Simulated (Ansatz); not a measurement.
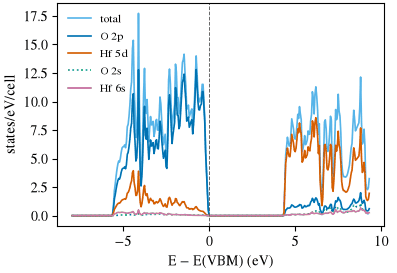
Figure. Total and projected density of states of HfO₂ in space group Pca2_1 (No. 29; Hf on 4a, O on 4a, O on 4a), DFT-PBEsol in the program Ansatz with PAW potentials

### Question
Which orbitals carry the states next to the gap?

### Answer
Top 1 eV of the valence band: O 2p 93 %. Bottom 1 eV of the conduction band: Hf 5d 85 %, O 2p 10 %. Projections are on Löwdin-orthogonalised atomic valence shells; empty p or d shells of many metals are not among them.

### Question
Where is the tallest occupied peak in this window, and what makes it?

### Answer
Near -4.1 eV, about 18 states/eV per cell; the largest projected share is O 2p.

The cell was relaxed with PBEsol under the symmetry of its start. The run is not spin-polarised. Spin–orbit coupling is left out wherever it is not named.

Potentials: the later of the program's two PAW sets.
